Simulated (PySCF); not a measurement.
**EPR calculation, with input and output: C3H5O2**

System: C3H5O2, multiplicity 2, SMILES C[CH]OC=O.
Method: UKS B3LYP, pcH-1 on C H O, non-relativistic, mean-field spin-orbit, GIAO (PySCF 2.14.0).

It belongs to a series of runs on one base structure; here: X = H replaced by OCHO.

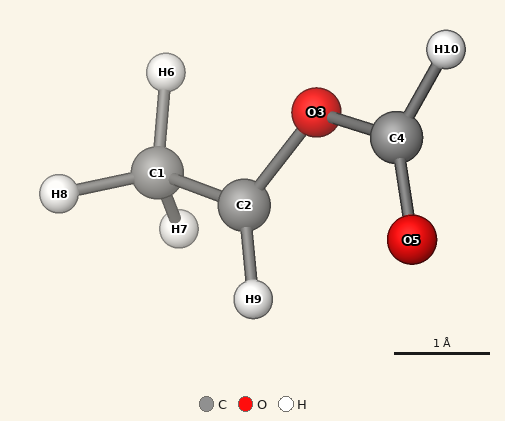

The input geometry (ball-and-stick view, seen at a tilt; atoms are numbered from 1 in the order of the input).

## Key numbers

| quantity | value |
| --- | --- |
| outcome | converged |
| total energy | −267.739327 hartree |
| ⟨S²⟩ | 0.754 |
| isotropic g | 2.0028 |
| hardware | 1 CPU thread, shared host |
| wall time | 21 s |
| peak memory | 0.59 GiB |

## The input
```
{"job": {"kind": "epr", "basis": "pcH-1"}, "charge": 0, "multiplicity": 2}
C     -1.601172     0.358030     0.267942
C     -0.286143    -0.302271     0.329590
O      0.813386     0.446911     0.137598
C      2.029145    -0.109795     0.187394
O      2.263794    -1.272730     0.397785
H     -1.472059     1.416576     0.059783
H     -2.225003    -0.087461    -0.510458
H     -2.140929     0.241324     1.210683
H     -0.153988    -1.354764     0.520960
H      2.781852     0.668836     0.004959
```

The first line tells a small driver script what to run in PySCF; the rest is the geometry in Å.

Run as:
```bash
OMP_NUM_THREADS=1 python <driver script> task.json out
```

## Output
```
UKS, coarse grid
  cycle   1  E = -267.58470625  |g| = 6.45e-01
  cycle   2  E = -267.07505650  |g| = 1.31e+00
  cycle   3  E = -267.71949995  |g| = 2.27e-01
  cycle   4  E = -267.73678587  |g| = 8.70e-02
  cycle   5  E = -267.73912305  |g| = 2.03e-02
  cycle   6  E = -267.73931320  |g| = 6.12e-03
  cycle   7  E = -267.73933382  |g| = 1.66e-03
  cycle   8  E = -267.73933698  |g| = 8.05e-04
UKS, final grid
  cycle   1  E = -267.73932689  |g| = 8.00e-04
  cycle   2  E = -267.73932680  |g| = 1.05e-03
  cycle   3  E = -267.73932719  |g| = 3.28e-04
  cycle   4  E = -267.73932723  |g| = 7.26e-05
  cycle   5  E = -267.73932724  |g| = 5.87e-05
  cycle   6  E = -267.73932724  |g| = 1.31e-05
E = -267.73932724 Eh   <S^2> = 0.7544 (exact 0.7500)
g shifts (ppm)      1          2          3
  rmc          -173       -173       -173
  gc             -1         36         38
  oz_so         -24        559       1349
  total        -197        422       1214
hyperfine (MHz)  atom isotope    a_iso     a_fc   dipolar eigenvalues
    0   13C     -33.25     -33.25     -2.22      0.90      1.32
    1   13C      90.82      90.82    -80.96    -78.39    159.35
    2   17O      -3.42      -3.42    -21.11      9.62     11.49
    3   13C       5.89       5.89     -6.46     -4.29     10.75
    4   17O      -4.27      -4.27    -21.04      9.99     11.05
    5    1H       2.74       2.74     -4.52     -3.67      8.20
    6    1H     106.35     106.35     -5.02     -3.68      8.70
    7    1H     107.38     107.38     -5.03     -3.67      8.69
    8    1H     -65.77     -65.77    -35.87     -0.73     36.60
    9    1H      -9.68      -9.68     -4.86     -2.33      7.18
```

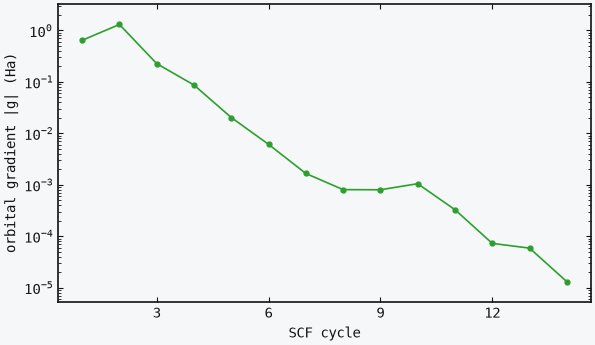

Convergence of the self-consistent field: orbital gradient |g| against the SCF cycle. All cycles printed in the log are drawn one after another.

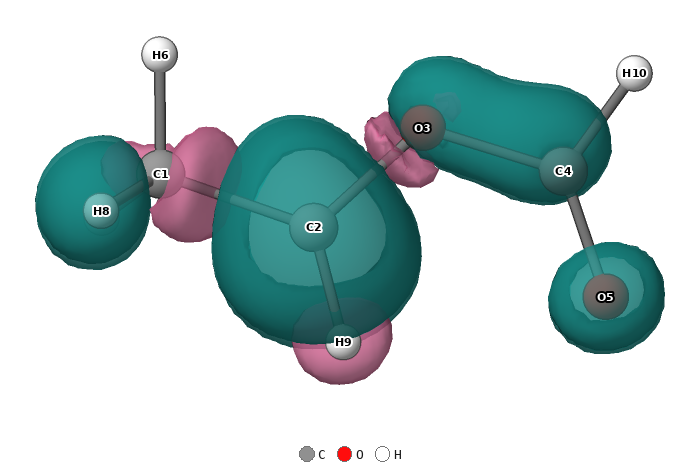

Isosurfaces of the spin density (α minus β) at +0.015 (teal) and −0.015 e/Å³ (pink), seen face on. The unpaired spin (1 electron) lies mostly on C2 (about 0.6) and O3 (about 0.1), in electrons by Hirshfeld's partition.

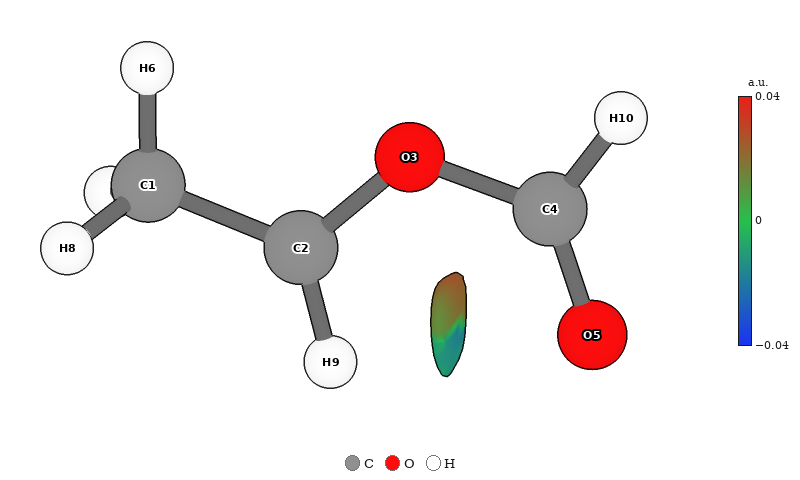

Non-covalent interaction (NCI) plot: the surface where the reduced density gradient is 0.6, for densities under 0.05 a.u., coloured by sign(λ₂)ρ; seen at a tilt.
